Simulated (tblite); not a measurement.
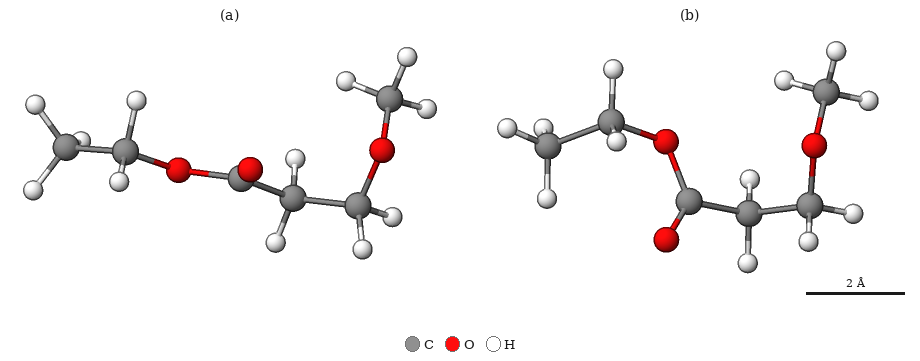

The structure of C6H12O3 before (left) and after (right) a relaxation, at one scale.

A ball-and-stick model, seen face on.

Method: tblite 0.8.0, GFN2-xTB geometry optimisation, gas phase. 

Summarise the run.

An O atom moves most after the best rigid fit: 1.87 Å. Largest moves by element: O 1.87 Å, H 1.14 Å, C 0.81 Å. Near-neighbour distances that change, for instance: C–C 1.486 → 1.542 Å, C–O 1.385 → 1.335 Å, C–O 1.252 → 1.202 Å, C–H 1.133 → 1.092 Å. Among the angles between lasting bonds that change: O–C–C 118.6° → 110.8°, C–O–C 124.5° → 117.2°, O–C–O 117.3° → 124.5°. Groups turn about C–O by about 95°, C–C by about 80°, C–C by about 35°. After 183 geometry steps the energy has fallen by 0.869 eV.
